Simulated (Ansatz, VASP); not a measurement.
**Be: VASP beside Ansatz**

Aim: how closely do two programs agree when they are given the same cell, functional and k mesh?

Method: plane waves, with VASP 6.6.1 beside it; band structure at PBEsol, in Ansatz 0.2.0.

**1. The starting structure**

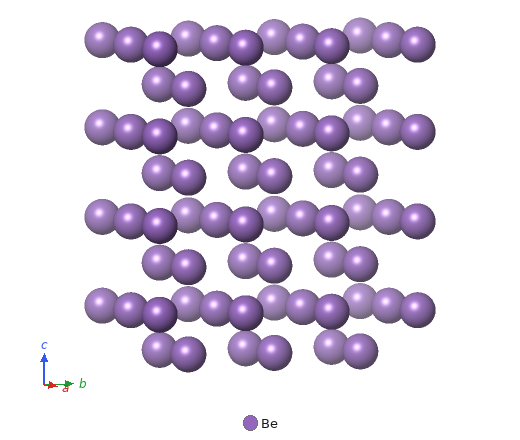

The cell as given, from the side, with the c axis up (beryllium purple). 2×3×1 cells are drawn. Some periodic images of atoms are drawn too.

The cell holds 8 atoms: 8 Be. Cell: a = 2.506 Å, b = 2.506 Å, c = 21.772 Å, α = 90.0°, β = 90.0°, γ = 90.0°. It derives from Be. As first built, before any earlier steps moved the atoms: stoichiometric True; symmetric True. Vacuum lies along c.

Structure file:

```xyz
8
Lattice="2.5062 0.0000 0.0000 0.0000 2.5062 0.0000 0.0000 0.0000 21.7718" Properties=species:S:1:pos:R:3
Be    0.0000    0.0000   15.1539
Be    1.2531    1.2531   13.9720
Be    0.0000    0.0000   12.7395
Be    1.2531    1.2531   11.5125
Be    0.0000    0.0000   10.2594
Be    1.2531    1.2531    9.0323
Be    0.0000    0.0000    7.7998
Be    1.2531    1.2531    6.6180
```

**2. VASP: band structure, PBEsol**

The same path points are solved in both programs, so levels can be compared one by one.

Lines of VASP's logs that name or quote its potential files are left out, and so is its time.

INCAR reads:

```
SYSTEM = Be
PREC = Normal
ENCUT = 300
EDIFF = 1E-06
NELM = 120
ISMEAR = 0
SIGMA = 0.05
LREAL = .FALSE.
ALGO = Fast
GGA = PS
NBANDS = 28
LORBIT = 11
LWAVE = .FALSE.
LCHARG = .TRUE.
IDIPOL = 3
LDIPOL = .TRUE.
DIPOL = 0.5 0.5 0.5
LVHAR = .TRUE.
LVACPOTAV = .TRUE.
LELF = .TRUE.
NEDOS = 1500
```

POSCAR reads:

```
Be
1.0
    2.5062419026      0.0000000000      0.0000000000
    0.0000000000      2.5062419026      0.0000000000
    0.0000000000      0.0000000000     21.7718466591
Be
8
Direct
    0.0000000000      0.0000000000      0.6960312739
    0.5000000000      0.5000000000      0.6417468603
    0.0000000000      0.0000000000      0.5851370181
    0.5000000000      0.5000000000      0.5287784720
    0.0000000000      0.0000000000      0.4712215280
    0.5000000000      0.5000000000      0.4148629819
    0.0000000000      0.0000000000      0.3582531397
    0.5000000000      0.5000000000      0.3039687261
```

KPOINTS reads:

```
Automatic mesh
0
Gamma
9 9 1
0 0 0
```

KPOINTS_OPT reads:

```
Line mode
14
Line-mode
Reciprocal
  0.50000000   0.50000000   0.00000000 M
  0.00000000   0.00000000   0.00000000 GAMMA

  0.00000000   0.00000000   0.00000000 GAMMA
  0.00000000   0.50000000   0.00000000 X

  0.00000000   0.50000000   0.00000000 X
  0.50000000   0.50000000   0.00000000 M
```

The projector-augmented-wave data sets are Be (PBE family, release 64).

The run is started by

```console
$ mpirun -np 4 vasp_std
```

Numbers of over 12 decimals in the logs are rounded to 6 here.

The program printed:

```text
[banner, memory and clock lines left out]
running    4 mpi-ranks, on    1 nodes
 distrk:  each k-point on    4 cores,    1 groups
 distr:  one band on    1 cores,    4 groups

 POSCAR found type information on POSCAR Be
 POSCAR found :  1 types and       8 ions
|                                                                             |
|               ----> ADVICE to this user running VASP <----                  |
|                                                                             |
|     You enforced a specific xc type in the INCAR file but a different       |
|     [... a line on the potential file left out ...]
|     I HOPE YOU KNOW WHAT YOU ARE DOING!                                     |
|                                                                             |

 LDA part: xc-table for (Slater+PW92), standard interpolation
 POSCAR, INCAR and KPOINTS ok, starting setup
 FFT: planning ... GRIDC
 FFT: planning ... GRID_SOFT
 FFT: planning ... GRID
 WAVECAR not read
 entering main loop
       N       E                     dE             d eps       ncg     rms          rms(c)
DAV:   1     0.107842842863E+02    0.10784E+02   -0.38025E+03   840   0.288E+02
DAV:   2    -0.303673097532E+02   -0.41152E+02   -0.38613E+02  1124   0.807E+01
DAV:   3    -0.317770872017E+02   -0.14098E+01   -0.13778E+01  1088   0.121E+01
DAV:   4    -0.317963780828E+02   -0.19291E-01   -0.19273E-01  1120   0.158E+00
DAV:   5    -0.317968035954E+02   -0.42551E-03   -0.42548E-03  1116   0.214E-01    0.363E+00
RMM:   6    -0.300568657868E+02    0.17399E+01   -0.30336E-01   991   0.145E+00    0.186E+00
RMM:   7    -0.298161771023E+02    0.24069E+00   -0.95030E-02  1037   0.755E-01    0.936E-01
RMM:   8    -0.297459075378E+02    0.70270E-01   -0.28359E-02  1076   0.437E-01    0.362E-01
RMM:   9    -0.297382651247E+02    0.76424E-02   -0.62283E-03  1054   0.213E-01    0.124E-01
RMM:  10    -0.297380571844E+02    0.20794E-03   -0.21191E-03  1084   0.120E-01    0.732E-02
RMM:  11    -0.297394049666E+02   -0.13478E-02   -0.43896E-04  1072   0.536E-02    0.285E-02
RMM:  12    -0.297393772822E+02    0.27684E-04   -0.37279E-04  1147   0.426E-02    0.190E-02
RMM:  13    -0.297397787316E+02   -0.40145E-03   -0.10069E-04  1085   0.240E-02    0.984E-03
RMM:  14    -0.297398855758E+02   -0.10684E-03   -0.30200E-05  1119   0.130E-02    0.753E-03
RMM:  15    -0.297400831319E+02   -0.19756E-03   -0.30069E-05  1140   0.965E-03    0.340E-03
RMM:  16    -0.297402558741E+02   -0.17274E-03   -0.10036E-05  1096   0.554E-03    0.196E-03
RMM:  17    -0.297402873005E+02   -0.31426E-04   -0.99051E-07  1017   0.236E-03    0.488E-04
RMM:  18    -0.297402931576E+02   -0.58571E-05   -0.21459E-07   937   0.903E-04    0.185E-04
RMM:  19    -0.297402934343E+02   -0.27667E-06   -0.19141E-08   788   0.440E-04
|                                                                             |
|           W    W    AA    RRRRR   N    N  II  N    N   GGGG   !!!           |
|           W    W   A  A   R    R  NN   N  II  NN   N  G    G  !!!           |
|           W    W  A    A  R    R  N N  N  II  N N  N  G       !!!           |
|           W WW W  AAAAAA  RRRRR   N  N N  II  N  N N  G  GGG   !            |
|           WW  WW  A    A  R   R   N   NN  II  N   NN  G    G                |
|           W    W  A    A  R    R  N    N  II  N    N   GGGG   !!!           |
|                                                                             |
|     Did not find any points to average over, which means that no vacuum     |
|     field-free region was found. Please increase the size of  your cell     |
|     in the dimension of the dipole correction to obtain accurate            |
|     workfunction values.                                                    |
|                                                                             |

   1 F= -.29740293E+02 E0= -.29739520E+02  d E =-.154644E-02
 Start KPOINTS_OPT (optional k-point list driver)
k-point batch [1-15\42]
       N       E                     dE             ncg
DAV:   1    -0.211822122193E+03   -0.50371E+04      848
DAV:   2    -0.755946710121E+03   -0.54412E+03     1076
DAV:   3    -0.778716003059E+03   -0.22769E+02     1064
DAV:   4    -0.778891980087E+03   -0.17598E+00     1072
DAV:   5    -0.778893807409E+03   -0.18273E-02     1068
DAV:   6    -0.778893841277E+03   -0.33867E-04     1112
DAV:   7    -0.778893842012E+03   -0.73517E-06      988
[...]
k-point batch [31-42\42]
       N       E                     dE             ncg
DAV:   1     0.143557501819E+04   -0.70444E+04      672
DAV:   2     0.962276892377E+03   -0.47330E+03      936
DAV:   3     0.942294003659E+03   -0.19983E+02      888
DAV:   4     0.942141960918E+03   -0.15204E+00      920
DAV:   5     0.942140593797E+03   -0.13671E-02      868
DAV:   6     0.942140571349E+03   -0.22448E-04      904
DAV:   7     0.942140570922E+03   -0.42692E-06      808
```

Parts of OUTCAR (step 2):

```text
ion  position               nearest neighbor table
   1  0.000  0.000  0.696-   2 2.13   2 2.13   2 2.13   2 2.13
   2  0.500  0.500  0.642-   1 2.13   1 2.13   1 2.13   1 2.13   3 2.16   3 2.16   3 2.16   3 2.16

  LATTYP: Found a simple tetragonal cell.
 ALAT       =     2.5062419026
 C/A-ratio  =     8.6870491777

 Subroutine GETGRP returns: Found 16 space group operations
 (whereof  8 operations were pure point group operations)

The static configuration has the point symmetry C_4v.
 The point group associated with its full space group is D_4h.

 Found     15 irreducible k-points:

   k-points           NKPTS =     15   k-points in BZ     NKDIM =     15   number of bands    NBANDS=     28

   dimension x,y,z NGX =    12 NGY =   12 NGZ =   96
   dimension x,y,z NGXF=    24 NGYF=   24 NGZF=  192

   ENCUT  =  300.0 eV  22.05 Ry    4.70 a.u.   3.54  3.54 30.75*2*pi/ulx,y,z

   NELECT =      16.0000    total number of electrons

 k-points in reciprocal lattice and weights: Automatic mesh
   0.00000000  0.00000000  0.00000000       0.012
   0.11111111  0.00000000  0.00000000       0.049
   0.22222222  0.00000000  0.00000000       0.049
   0.33333333  0.00000000  0.00000000       0.049
   0.44444444  0.00000000  0.00000000       0.049
   0.11111111  0.11111111  0.00000000       0.049
   0.22222222  0.11111111  0.00000000       0.099
   0.33333333  0.11111111  0.00000000       0.099
   0.44444444  0.11111111  0.00000000       0.099
[...]
0.44444444  0.33333333  0.00000000       0.099
   0.44444444  0.44444444  0.00000000       0.049

 dipolmoment           0.000000      0.000000      0.000000 electrons x Angstroem

 average (electrostatic) potential at core
       1 -39.1141       2 -38.4848       3 -38.7338       4 -38.6952       5 -38.6952
       6 -38.7338       7 -38.4848       8 -39.1141

 E-fermi :   1.8926

 k-point     1 :       0.0000    0.0000    0.0000
  band No.  band energies     occupation
    ...
      3      -7.9606      2.00000
      4      -6.2325      2.00000
      5      -4.2343      2.00000
      6      -2.1563      2.00000
      7      -0.1093      2.00000
      8       2.0651      0.00000
      9       4.1094      0.00000
     10       5.2396      0.00000
     11       5.4607      0.00000
     12       6.1272      0.00000
    ...

 k-point     2 :       0.1111    0.0000    0.0000
  band No.  band energies     occupation
    ...
      3      -7.7502      2.00000
      4      -6.0268      2.00000
      5      -4.0327      2.00000
      6      -1.9632      2.00000
      7       0.0625      2.00000
      8       2.1832      0.00000
      9       4.1401      0.00000
     10       4.1726      0.00000
     11       5.3060      0.00000
     12       5.6777      0.00000
    ...

 k-point     3 :       0.2222    0.0000    0.0000
  band No.  band energies     occupation
    ...
      4      -5.4222      2.00000
      5      -3.4654      2.00000
      6      -1.4966      2.00000
      7       0.1371      2.00000
      8       0.6869      2.00000
      9       2.5859      0.00000
     10       2.9065      0.00000
     11       4.5664      0.00000
     12       5.3665      0.00000
     13       5.9966      0.00000
    ...

  Total       -2.5689886     -2.5689886      0.0156384      0.0000000      0.0000000      0.0000000
  in kB      -30.0975761    -30.0975761      0.1832158      0.0000000      0.0000000      0.0000000
  external PRESSURE =     -20.0039788 kB  Pullay stress =       0.0000000 kB

  energy-cutoff  :      300.00
  volume of cell :      136.75
      direct lattice vectors                 reciprocal lattice vectors
     2.506241903  0.000000000  0.000000000     0.399003783  0.000000000  0.000000000
     0.000000000  2.506241903  0.000000000     0.000000000  0.399003783  0.000000000
     0.000000000  0.000000000 21.771846659     0.000000000  0.000000000  0.045930876

 POSITION                                       TOTAL-FORCE (eV/Angst)
 -----------------------------------------------------------------------------------
      0.00000      0.00000     15.15389        -0.000000      0.000000      0.027957
      1.25312      1.25312     13.97201         0.000000      0.000000     -0.029491
      0.00000      0.00000     12.73951        -0.000000     -0.000000     -0.009002
      1.25312      1.25312     11.51248        -0.000000      0.000000      0.000504
      0.00000      0.00000     10.25936         0.000000      0.000000     -0.000504
      1.25312      1.25312      9.03233         0.000000      0.000000      0.009002
      0.00000      0.00000      7.79983        -0.000000      0.000000      0.029491
      1.25312      1.25312      6.61796        -0.000000      0.000000     -0.027957
 -----------------------------------------------------------------------------------
    total drift:                               -0.000000      0.000000      0.000000

  FREE ENERGIE OF THE ION-ELECTRON SYSTEM (eV)
  ---------------------------------------------------
  free  energy   TOTEN  =       -29.7402934343 eV

  energy  without entropy=      -29.7387469937  energy(sigma->0) =      -29.73952021

 vacuum level on the upper side and lower side of the slab         5.191         5.191

 total charge
# of ion       s       p       d       tot
------------------------------------------
    1        0.364   0.610   0.000   0.975
    2        0.409   0.800   0.000   1.210
    3        0.397   0.785   0.000   1.182
    4        0.395   0.790   0.000   1.184
    5        0.395   0.790   0.000   1.184
    6        0.397   0.785   0.000   1.182
    7        0.409   0.800   0.000   1.210
    8        0.364   0.610   0.000   0.975
--------------------------------------------------
tot          3.131   5.971   0.000   9.102

[... 3 further parts left out ...]
```

(Part 1 of 2 ends here.)

[Lines on the potential files, build, host, timing and source positions are cut from VASP's logs without a mark.]

[Logs are printed without paths, hosts, clocks, repeated set-up lines and the standing remarks that a program may print on its own settings, such as how far it seeks lower states.]

[Hosts, paths, dates, database ids (printed as entryN), source tags and the programs' standing remarks are cut or masked in the printed files.]
